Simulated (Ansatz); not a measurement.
## A hypothetical structure for CuMoN2

Starting from a made-up structure for CuMoN2, the aim is the relaxed cell, its shortest contacts and, where a second run follows, its electronic structure.

Calculated with Ansatz 0.2.0; DFT, PBE, plane-wave PAW, files of the set soft_1, scalar-relativistic, ferromagnetic start, cell and ions relaxed at zero pressure; PAW set soft_1, in the first sound run; inputs show where later runs differ.

**1. Set-up**

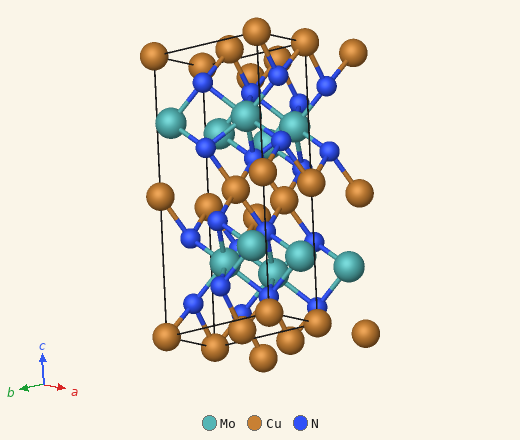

The cell as given, from a free direction (molybdenum teal, copper orange, nitrogen blue). 2×1×1 cells are drawn. This picture shows the conventional cell, with its axes. Bonds to atoms that aren't drawn are left out. Some periodic images of atoms are drawn too.

Coordinates:

```cif
data_structure
_symmetry_space_group_name_H-M 'Cmcm'
_symmetry_Int_Tables_number 63
_cell_length_a 2.9240
_cell_length_b 5.3790
_cell_length_c 11.4250
_cell_angle_alpha 90.000
_cell_angle_beta 90.000
_cell_angle_gamma 90.000
_cell_volume 179.69
loop_
_atom_site_label
_atom_site_type_symbol
_atom_site_symmetry_multiplicity
_atom_site_Wyckoff_symbol
_atom_site_fract_x
_atom_site_fract_y
_atom_site_fract_z
_atom_site_occupancy
Mo1 Mo 4 c 0.00000 0.13310 0.25000 1
Cu1 Cu 4 a 0.00000 0.00000 0.00000 1
N1 N 8 f 0.00000 0.45880 0.36620 1
```

**2. Relaxing cell and atoms**

The guessed cell has no reason to be at equilibrium. It is relaxed with the atoms, within the space group of the guess.

The input, input.yaml:

```yaml
crystal:
  lattice:
    - [1.462, -2.6895, 0.0]
    - [1.462, 2.6895, 0.0]
    - [0.0, 0.0, 11.425]
  atoms:
    - { symbol: Mo, position: [0.8669, 0.1331, 0.75], spin: 1.0 }
    - { symbol: Mo, position: [0.1331, 0.8669, 0.25], spin: 1.0 }
    - { symbol: Cu, position: [0.0, 0.0, 0.5], spin: 0.6 }
    - { symbol: Cu, position: [0.0, 0.0, 0.0], spin: 0.6 }
    - { symbol: "N", position: [0.5412, 0.4588, 0.8662] }
    - { symbol: "N", position: [0.4588, 0.5412, 0.1338] }
    - { symbol: "N", position: [0.4588, 0.5412, 0.3662] }
    - { symbol: "N", position: [0.5412, 0.4588, 0.6338] }
magnetization:
  spin_polarized: true
kpoints:
  mp_grid: { grid: [10, 10, 3] }
scf:
  occupations: { method: fermi_dirac, width: 0.05 }
hamiltonian:
  xc: pbe
  pseudopotentials: { kind: paw, azcp: { folder: soft_1 } }
relax:
  f_tol: 0.015
  max_steps: 70
  cell: {}
output:
  forces: true
  stress: true
```

Launch:

```
$ ansatz run input.yaml --threads 4 --pin off --max-ram 10240MiB --backend cpu --events-out ev --progress --plain --runs-dir out
```

Numbers of over 12 decimals in the logs are rounded to 6 here.

The log of the run:

```text
Engine: ansatz 0.2.0, aarch64-unknown-linux-gnu
Pseudopotentials: kind: paw
Pseudopotential: Mo, paw, valence charge 14, recommended cutoff 420 eV (normal), soft_1/Mo.paw.azcp
Pseudopotential: Cu, paw, valence charge 19, recommended cutoff 420 eV (normal), soft_1/Cu.paw.azcp
Pseudopotential: N, paw, valence charge 5, recommended cutoff 420 eV (normal), soft_1/N.paw.azcp
Functional definition: PBE
  parameter kappa = 0.804
  parameter beta = 0.066725
  exchange = pbe_x(kappa = kappa, mu = beta*pi^2/3)
  correlation = pbe_c(beta = beta)
Crystal: 8 atoms, lattice volume = 89.847 Å³
Basis set: ecut = 420 eV, 1731 PW (Γ), exchange–correlation on 48×48×160 points (8 copies of the dense FFT grid, shifted against one another)
Bands: 54, of which v1, the nominal top of the filled ones, is band 43 counted from 1 (42 counted from 0)
Symmetry: 8 space group operations
Space group: Cmcm (ITA 63), of the structure as read, at distance tolerance 4.5e-5 Å
Magnetic group: BNS 63.457 (UNI 555), of the structure as read, at distance tolerance 4.5e-5 Å
k-points: 62 of 300
Non-local potential: Mo, projectors of the file, l = 0: 3, l = 1: 2, l = 2: 2, l = 3: 1
Non-local potential: Cu, projectors of the file, l = 0: 3, l = 1: 2, l = 2: 3, l = 3: 1
Non-local potential: N, projectors of the file, l = 0: 2, l = 1: 2, l = 2: 1
PAW form: soft (Blöchl's): semilocal exchange-correlation on the pseudo side does not see the compensation charge
PAW one-centre angular grid: Mo, 590 points (default); XC on 64 Gauss nodes
PAW one-centre angular grid: Cu, 590 points (default); XC on 64 Gauss nodes
PAW one-centre angular grid: N, 110 points (default); XC on 64 Gauss nodes
Initial density: superposition of atomic densities (chi_scale 0.1, normalization cell, long waves kept (reshape's long-wave potential 0.16 eV rms))
Starting moments: Σ|m| = 3.2 μB on 4 of 8 sites
Initial wavefunctions: pseudopotential atomic-orbital guess
Functional: x = pbe(κ = 0.804, μ = 0.219515), c = pbe(β = 0.066725)
SCF iter   1: F=—  HF=-24699.206962 eV  |F-HF|=—  |Δ(HF+E_count)|=         —  Δρ=6.17e-2 (↑6.17e-2 ↓5.28e-2)  dr2=1.83e1  dr2_m=2.01e-1  M=1.022 μB ∫|m|=1.377 μB  β_m=0.30  ethr=3.10e-3  ⟨swp⟩=6.2  Hψ=21585  notcnv=0  defer=4
Mixer restart at iter 1: flushing history
preconditioner: auto → Kerker (q_TF=auto, 2.708 Å⁻¹)  [metal: Δε(μ)=0.014 eV  Ē_g=8.382 eV  σ=0.050 eV  W_gap=0.07  n_scr=38 (ndim 8)  ℏωp=28.8 eV  f_vac=0.000  D(μ)=4.14/eV (n_scr^D=44)]
spin=Collinear: Kerker preconditioning applied to the charge; magnetization (m = ρ↑ − ρ↓) channel mixes plain (no charge-response kernel on spin).
SCF iter   2: F=—  HF=-24698.501910 eV  |F-HF|=—  |Δ(HF+E_count)|=   7.05e-1  Δρ=4.11e-2 (↑4.11e-2 ↓3.25e-2)  dr2=7.06e0  dr2_m=1.25e-1  M=0.809 μB ∫|m|=1.170 μB  β_m=0.52  ethr=3.10e-3  ⟨swp⟩=2.3  Hψ=11731  notcnv=0  defer=268
SCF iter   3: F=—  HF=-24697.683323 eV  |F-HF|=—  |Δ(HF+E_count)|=   8.19e-1  Δρ=1.36e-2 (↑1.36e-2 ↓1.23e-2)  dr2=3.81e-1  dr2_m=2.18e-2  M=0.473 μB ∫|m|=0.740 μB  β_m=0.64  ethr=3.10e-3  ⟨swp⟩=2.9  Hψ=12694  notcnv=0  defer=271
SCF iter   4: F=—  HF=-24697.886496 eV  |F-HF|=—  |Δ(HF+E_count)|=   2.03e-1  Δρ=2.39e-2 (↑2.10e-2 ↓2.39e-2)  dr2=1.14e0  dr2_m=1.19e-2  M=0.356 μB ∫|m|=0.560 μB  β_m=0.54  ethr=4.43e-4  ⟨swp⟩=2.3  Hψ=14167  notcnv=0  defer=256  recentre
SCF iter   5: F=—  HF=-24697.824989 eV  |F-HF|=—  |Δ(HF+E_count)|=   6.15e-2  Δρ=4.59e-3 (↑2.81e-3 ↓4.59e-3)  dr2=3.80e-2  dr2_m=5.24e-3  M=0.282 μB ∫|m|=0.423 μB  β_m=0.69  ethr=4.43e-4  ⟨swp⟩=2.0  Hψ=12745  notcnv=0  defer=254
SCF iter   6: F=—  HF=-24697.854350 eV  |F-HF|=—  |Δ(HF+E_count)|=         —  Δρ=2.94e-3 (↑2.91e-3 ↓2.94e-3)  dr2=2.76e-3  dr2_m=6.79e-3  M=0.144 μB ∫|m|=0.181 μB  β_m=0.69  ethr=4.41e-5  ⟨swp⟩=2.6  Hψ=12288  notcnv=0  defer=252
SCF iter   7: F=—  HF=-24697.855055 eV  |F-HF|=—  |Δ(HF+E_count)|=   7.05e-4  Δρ=1.97e-3 (↑1.44e-3 ↓1.97e-3)  dr2=5.57e-4  dr2_m=2.19e-3  M=0.113 μB ∫|m|=0.129 μB  β_m=0.85  ethr=3.21e-6  ⟨swp⟩=2.0  Hψ=9701  notcnv=0  defer=252
SCF iter   8: F=—  HF=-24697.855699 eV  |F-HF|=—  |Δ(HF+E_count)|=   6.44e-4  Δρ=6.77e-4 (↑5.53e-4 ↓6.77e-4)  dr2=6.05e-5  dr2_m=2.98e-4  M=0.069 μB ∫|m|=0.074 μB  β_m=0.92  ethr=6.48e-7  ⟨swp⟩=2.0  Hψ=10851  notcnv=0  defer=252
SCF iter   9: F=—  HF=-24697.855852 eV  |F-HF|=—  |Δ(HF+E_count)|=   1.53e-4  Δρ=5.76e-4 (↑5.76e-4 ↓2.31e-4)  dr2=2.18e-4  dr2_m=9.00e-5  M=0.042 μB ∫|m|=0.046 μB  β_m=0.96  ethr=7.03e-8  ⟨swp⟩=2.0  Hψ=12094  notcnv=0  defer=252
SCF iter  10: F=—  HF=-24697.855912 eV  |F-HF|=—  |Δ(HF+E_count)|=   5.93e-5  Δρ=2.20e-4 (↑8.95e-5 ↓2.20e-4)  dr2=1.77e-5  dr2_m=1.76e-5  M=0.019 μB ∫|m|=0.021 μB  β_m=0.98  ethr=7.03e-8  ⟨swp⟩=2.0  Hψ=9844  notcnv=0  defer=252
SCF iter  11: F=—  HF=-24697.855913 eV  |F-HF|=—  |Δ(HF+E_count)|=   1.07e-6  Δρ=1.19e-4 (↑4.35e-5 ↓1.19e-4)  dr2=7.69e-6  dr2_m=3.98e-6  M=0.009 μB ∫|m|=0.010 μB  β_m=0.99  ethr=2.06e-8  ⟨swp⟩=2.0  Hψ=10843  notcnv=0  defer=252
SCF iter  12: F=—  HF=-24697.855911 eV  |F-HF|=—  |Δ(HF+E_count)|=   2.10e-6  Δρ=2.03e-5 (↑1.49e-5 ↓2.03e-5)  dr2=9.00e-8  dr2_m=2.31e-7  M=0.002 μB ∫|m|=0.003 μB  β_m=0.97  ethr=8.94e-9  ⟨swp⟩=2.0  Hψ=9861  notcnv=0  defer=252
SCF iter  13: F=—  HF=-24697.855911 eV  |F-HF|=—  |Δ(HF+E_count)|=   2.61e-7  Δρ=6.69e-6 (↑6.69e-6 ↓3.38e-6)  dr2=6.72e-8  dr2_m=4.59e-9  M=0.000 μB ∫|m|=0.000 μB  β_m=0.92  ethr=1.05e-10  ⟨swp⟩=2.0  Hψ=12124  notcnv=0  defer=252
SCF iter  14: F=—  HF=-24697.855911 eV  |F-HF|=—  |Δ(HF+E_count)|=   3.39e-9  Δρ=2.47e-6 (↑2.47e-6 ↓2.19e-6)  dr2=2.50e-8  dr2_m=2.18e-10  M=-0.000 μB ∫|m|=0.000 μB  β_m=0.96  ethr=7.82e-11  ⟨swp⟩=2.0  Hψ=11618  notcnv=0  defer=252
SCF iter  15: F=-24697.855911 eV  HF=-24697.855911 eV  |F-HF|=4.93e-9  |Δ(HF+E_count)|=  2.91e-11  Δρ=1.38e-6 (↑1.31e-6 ↓1.38e-6)  dr2=6.00e-9  dr2_m=4.60e-11  M=-0.000 μB ∫|m|=0.000 μB  ethr=2.90e-11  ⟨swp⟩=1.6  Hψ=14149  notcnv=0
WARN: the starting moments were not kept: the SCF closed with an absolute magnetisation of 2.6e-5 μB, where they sum to 3.2 μB in size (4 sites). That is at most 0.1 of that sum. Measured as dr2_m measures the in/out step, that magnetisation stands 1.8e-10 eV from none, at or under the dr2_threshold of 1.0e-7 eV: it is no larger than a step whose dr2_m would equal this threshold. The system may hold no moment; this S [...]
SCF 1 converged in 15 iterations: F = -24697.855911 eV  dr2 = 6.00e-9
  greatest PAW one-centre occupation: 1.000 electrons in one spin orbital (limit 2), on the Cu atom at site 3 (counted from 0), in its partial waves of l = 0
[...]
relax step   6: F+E_penalty+E_count = -24698.77367861 eV  Δ(F+E_penalty+E_count) = +1.029e-5 eV  max|allowed force component| = 3.139e-3 eV/Å  Δτ_max = 0.0016 Å  P = +0.013 GPa  Ω = 80.735 Å³  energy of the carried Pulay correction = +1.676e-2 eV  (8 SCF iters, dr2 threshold 1.03e-7 eV, accepted)
[...]
relax step   7: F+E_penalty+E_count = -24698.76258214 eV  Δ(F+E_penalty+E_count) = +1.110e-2 eV  max|allowed force component| = 3.314e-3 eV/Å  Δτ_max = 0.0000 Å  P = -0.168 GPa  Ω = 80.735 Å³  stress off target by 2.06e-1 GPa  SCF on the basis re-selected at this cell (its energy is not comparable with the rows above)  (11 SCF iters)
[...]
relax step   8: F+E_penalty+E_count = -24698.76279691 eV  Δ(F+E_penalty+E_count) = -2.148e-4 eV  max|allowed force component| = 8.424e-4 eV/Å  Δτ_max = 0.0052 Å  P = -0.001 GPa  Ω = 80.665 Å³  energy of the carried Pulay correction = +1.380e-4 eV  (8 SCF iters, dr2 threshold 1.06e-7 eV, accepted)
iter 1 solved again at ethr=2.80e-7 eV; its pass at ethr=3.10e-3 eV (dr2=2.41e-4 eV) is discarded
SCF iter   1: F=—  HF=-24698.762631 eV  |F-HF|=—  |Δ(HF+E_count)|=         —  Δρ=2.68e-6 (↑2.68e-6 ↓2.67e-6)  dr2=3.92e-9  dr2_m=6.68e-12  M=0.000 μB ∫|m|=0.000 μB  β_m=0.65  ethr=2.80e-7  ⟨swp⟩=3.0  Hψ=40348  notcnv=0
eigensolver tolerance schedule: the retry pair's looser diagonalisation over-reported the residual by 61527.72 of it (diagonalisation noise at an unbounded share of the residual, at the tolerance the schedule requests for it); recorded, not acted on — ethr = c·dr2/N_el stays at c = 1.0e-1
preconditioner: auto → Kerker (q_TF=auto, 2.488 Å⁻¹)  [metal: Δε(μ)=0.033 eV  Ē_g=8.839 eV  σ=0.050 eV  W_gap=0.17  n_scr=10 (ndim 8)  ℏωp=30.4 eV  f_vac=0.000  D(μ)=3.03/eV (n_scr^D=26)]
spin=Collinear: Kerker preconditioning applied to the charge; magnetization (m = ρ↑ − ρ↓) channel mixes plain (no charge-response kernel on spin).
SCF iter   2: F=—  HF=-24698.762633 eV  |F-HF|=—  |Δ(HF+E_count)|=   2.38e-6  Δρ=6.46e-6 (↑6.46e-6 ↓6.37e-6)  dr2=8.37e-8  dr2_m=2.13e-12  M=0.000 μB ∫|m|=0.000 μB  β_m=0.30  ethr=4.56e-12  ⟨swp⟩=3.6  Hψ=16539  notcnv=0
SCF iter   3: F=—  HF=-24698.762633 eV  |F-HF|=—  |Δ(HF+E_count)|=   1.02e-8  Δρ=1.33e-6 (↑1.33e-6 ↓1.29e-6)  dr2=1.53e-9  dr2_m=2.17e-12  M=0.000 μB ∫|m|=0.000 μB  β_m=0.38  ethr=4.56e-12  ⟨swp⟩=2.3  Hψ=12180  notcnv=0
SCF iter   4: F=—  HF=-24698.762633 eV  |F-HF|=—  |Δ(HF+E_count)|=   1.44e-9  Δρ=3.03e-7 (↑2.88e-7 ↓3.03e-7)  dr2=2.61e-10  dr2_m=5.87e-13  M=0.000 μB ∫|m|=0.000 μB  β_m=0.42  ethr=1.77e-12  ⟨swp⟩=2.0  Hψ=11782  notcnv=0
SCF iter   5: F=—  HF=-24698.762633 eV  |F-HF|=—  |Δ(HF+E_count)|=  2.62e-10  Δρ=2.66e-7 (↑2.38e-7 ↓2.66e-7)  dr2=1.86e-10  dr2_m=4.39e-13  M=0.000 μB ∫|m|=0.000 μB  β_m=0.71  ethr=1.00e-12  ⟨swp⟩=1.9  Hψ=8576  notcnv=0
SCF iter   6: F=—  HF=-24698.762633 eV  |F-HF|=—  |Δ(HF+E_count)|=  2.73e-10  Δρ=1.62e-7 (↑1.44e-7 ↓1.62e-7)  dr2=1.47e-10  dr2_m=1.78e-13  M=0.000 μB ∫|m|=0.000 μB  β_m=0.86  ethr=1.00e-12  ⟨swp⟩=2.0  Hψ=7751  notcnv=0
SCF iter   7: F=—  HF=-24698.762633 eV  |F-HF|=—  |Δ(HF+E_count)|=  7.28e-12  Δρ=7.84e-8 (↑7.67e-8 ↓7.84e-8)  dr2=5.86e-11  dr2_m=4.50e-14  M=0.000 μB ∫|m|=0.000 μB  β_m=0.88  ethr=1.00e-12  ⟨swp⟩=1.0  Hψ=6696  notcnv=0
SCF iter   8: F=-24698.762633 eV  HF=-24698.762633 eV  |F-HF|=7.28e-12  |Δ(HF+E_count)|=  7.28e-12  Δρ=7.54e-8 (↑7.43e-8 ↓7.54e-8)  dr2=1.28e-11  dr2_m=1.57e-14  M=0.000 μB ∫|m|=0.000 μB  ethr=1.00e-12  ⟨swp⟩=2.0  Hψ=16790  notcnv=0
the starting moments were not kept: the SCF closed with an absolute magnetisation of 2.8e-7 μB, where they sum to 3.2 μB in size (4 sites). That is at most 0.1 of that sum. Measured as dr2_m measures the in/out step, that magnetisation stands 4.2e-14 eV from none, at or under the dr2_threshold of 8.0e-11 eV: it is no larger than a step whose dr2_m would equal this threshold.
SCF 9 converged in 8 iterations: F = -24698.762633 eV  dr2 = 1.28e-11
relax step   9: F+E_penalty+E_count = -24698.76263307 eV  Δ(F+E_penalty+E_count) = +1.638e-4 eV  max|allowed force component| = 8.532e-4 eV/Å  Δτ_max = 0.0000 Å  P = -0.003 GPa  Ω = 80.665 Å³  stress off target by 4.45e-3 GPa  SCF on the basis re-selected at this cell (its energy is not comparable with the rows above)  (8 SCF iters)
basis re-selected at this cell: Δ(F+E_penalty+E_count) = +1.638e-4 eV, ΔP = -0.002 GPa vs the last step (what re-selecting the basis moved, of the pressure what is left beyond the Pulay correction that the steps carried, after the strain that the cell walked since its last selection, with what the two solves' SCF thresholds leave and, on support functions, any second-order correction that the steps lacked; it is no m [...]
SCF converged after 8 iterations
Magnetization: 0.0000 μB (43.0000 up, 43.0000 down)
Absolute magnetization: 0.0000 μB (∫|ρ↑−ρ↓|, with the PAW one-centre terms)
Spin contamination: 0.0000 ħ² per cell (⟨S²⟩ above its minimum at these occupations)
Per-site moments (μB) at R_I (Å): [(3.997986401824432e-9, 0.862508), (3.997986273639834e-9, 0.862508), (6.893105115246078e-8, 0.856751), (6.893105136532042e-8, 0.856751), (2.5421854828184963e-8, 0.856751), (2.5421854819875434e-8, 0.856751), (2.5421854818299503e-8, 0.856751), (2.5421854828665204e-8, 0.856751)]
Free energy (F): -24698.762633 eV
Harris-Foulkes:  -24698.762633 eV  (|F-HF|=7.28e-12)
Internal energy: -24698.736948 eV  (E = F + TS)
E sigma→0 (E₀):  -24698.749791 eV
Entropy (-TS):   -0.025685 eV (-3.211 meV/atom)
Fermi energy:    16.393520 eV
--- Per-component energies (eV) ---
  E_band       = -841.606361
  E_kinetic    = 1870.948845
  E_local      = -12286.103307  (includes V_loc(G=0)·N_el)
  E_nonlocal   = 2220.417090
  E_hartree    = 5073.213484
  E_xc         = -725.528358
  E_vxc        = -915.614164  (∫ρ·V_xc dr)
  E_paw        = -10562.631925  (= ΣΔE_a)
  E_vpaw       = -1877.687295  (= ΣTr[D̂ρ^β])
  E_aug_tail   = 0.005584  (compensation charges beyond the density's cutoff)
  E_ewald      = -10289.058361
  E_smearing   = -0.025685  (= −TS)
  E_closure    = -0.000000  (closes the sum)
  Σ components = -24698.762633   (vs F -24698.762633, Δ=0.00e0)
--- Forces (eV/Å), atoms counted from 1 ---
  atom   1  Mo     0.00000000     0.00055512     0.00000000
  atom   2  Mo     0.00000000    -0.00055512     0.00000000
  atom   3  Cu     0.00000000     0.00000000     0.00000000
  atom   4  Cu     0.00000000     0.00000000    -0.00000000
  atom   5  N     -0.00000000    -0.00085322     0.00000249
  atom   6  N     -0.00000000     0.00085322    -0.00000249
  atom   7  N     -0.00000000     0.00085322     0.00000249
  atom   8  N     -0.00000000    -0.00085322    -0.00000249
  max |Σ_I F_I| component: 1.67e-16 eV/Å
--- Stress (GPa, compression-positive) ---
       -0.004450       0.000000       0.000000
        0.000000      -0.000199       0.000000
        0.000000       0.000000      -0.003469
  P = ⅓ Tr σ = -0.0027 GPa (-0.027 kbar)
--- Relaxed structure (7 steps of the walk, 7 accepted, 2 SCFs on fresh bases) ---
  F+E_penalty+E_count = -24698.76263307 eV   max|allowed force component| = 8.532e-4 eV/Å   (the final SCF, on the basis selected at the relaxed cell)
  cell:  # Å, volume = 80.6645 Å³
    - [1.430554, -2.586746, 0]
    - [1.430554, 2.586746, 0]
    - [0, 0, 10.899195]
  atoms:
    - { symbol: Mo, position: [0.872288, 0.127712, 0.75] }
    - { symbol: Mo, position: [0.127712, 0.872288, 0.250000] }
    - { symbol: Cu, position: [0, 0, 0.500000] }
    - { symbol: Cu, position: [0, 0, 0] }
    - { symbol: N, position: [0.546654, 0.453346, 0.863633] }
    - { symbol: N, position: [0.453346, 0.546654, 0.136367] }
    - { symbol: N, position: [0.453346, 0.546654, 0.363633] }
    - { symbol: N, position: [0.546654, 0.453346, 0.636367] }
```

It took 96 s on 4 threads of Arm Neoverse V1, shared host; peak memory 0.76 GiB; 6.2 min of CPU time.

The steps of the relaxation:

```
step  energy less that of the first step (eV)  largest force component (eV/Å)  pressure (GPa)  volume (Å³)
   1                                   0.0000                          1.5590          -24.35        89.85
   2                                  -0.8791                          0.6076            3.39        80.22
   3                                  -0.9121                          0.0279           -0.97        81.13
   4                                  -0.9165                          0.0480           -0.48        80.97
   5                                  -0.9178                          0.0118            0.15        80.70
   6                                  -0.9178                          0.0031            0.01        80.73
  7*                                  -0.9067                          0.0033           -0.17        80.73
   8                                  -0.9069                          0.0008            0.00        80.66
  9*                                  -0.9067                          0.0009            0.00        80.66
```

Relaxation steps marked * repeat the geometry before them on a plane-wave basis chosen anew for their cell, so energy and pressure can jump there.

Forces are held to the 8 operations that the run works with; a distortion that breaks them can't arise in this run.

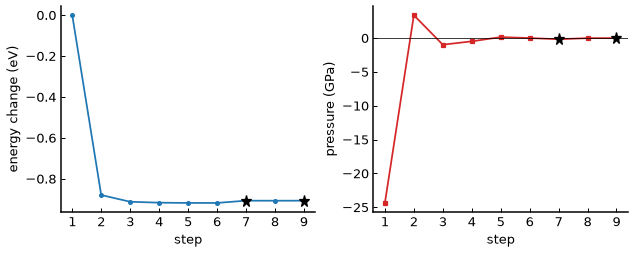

Energy and pressure along the relaxation. Stars mark steps on a basis chosen anew.

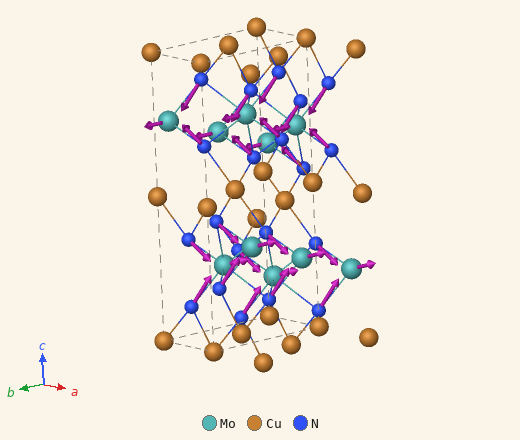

Displacements in the relaxation, exaggerated, measured against the changing cell; the longest in the cell stands for 0.04 Å. Bonds to atoms that aren't drawn are left out. 2×1×1 conventional cells are drawn. Some periodic images of atoms are drawn too.

```
conventional cell, symmetrised  before   after   change
                         a (Å)   2.924   2.861   -2.2 %
                         b (Å)   5.379   5.173   -3.8 %
                         c (Å)  11.425  10.899   -4.6 %
              volume (Å³/atom)   11.23   10.08  -10.2 %
```

The atoms that moved most (Å, as changes of fractional coordinates times the final cell):

```
atom     dx      dy      dz  length
  N5  0.000  -0.028  -0.028   0.040
  N7  0.000   0.028  -0.028   0.040
  N8  0.000  -0.028   0.028   0.040
  N6  0.000   0.028   0.028   0.040
 Mo2  0.000   0.028   0.000   0.028
 Mo1  0.000  -0.028   0.000   0.028
```

The relaxed structure:

```
Mo Cu N
1.0
     1.43055   -2.58675    0.00000
     1.43055    2.58675    0.00000
     0.00000    0.00000   10.89919
Mo Cu N
2 2 4
Direct
  0.87229 0.12771 0.75000
  0.12771 0.87229 0.25000
  0.00000 0.00000 0.50000
  0.00000 0.00000 0.00000
  0.54665 0.45335 0.86363
  0.45335 0.54665 0.13637
  0.45335 0.54665 0.36363
  0.54665 0.45335 0.63637
```

This step gave:

```
free energy             : -24698.7626 eV
energy at zero smearing : -24698.7498 eV
smearing term TS        : 0.02569 eV
Fermi energy            : 16.39 eV
electrons               : 86
symmetry operations     : 8
pressure                : -0.002706 GPa
```

The shortest distance of each pair, which need not be the same contact before and after:

```
 pair  guess (Å)  relaxed (Å)
 Cu–N      2.127        2.077
 Mo–N      2.186        2.091
  N–N      2.655        2.477
Cu–Mo      2.945        2.804
Mo–Mo      2.924        2.861
```

The relaxation ends with a largest force component of 8.5e-4 eV/Å and a pressure of 0.00 GPa. The starting moments have collapsed: the run ends non-magnetic.

(Continued in part 2 of 2.)

[Logs are printed without paths, hosts, clocks, repeated set-up lines and the standing remarks that a program may print on its own settings, such as how far it seeks lower states.]

[Hosts, paths, dates, database ids (printed as entryN), source tags and the programs' standing remarks are cut or masked in the printed files.]
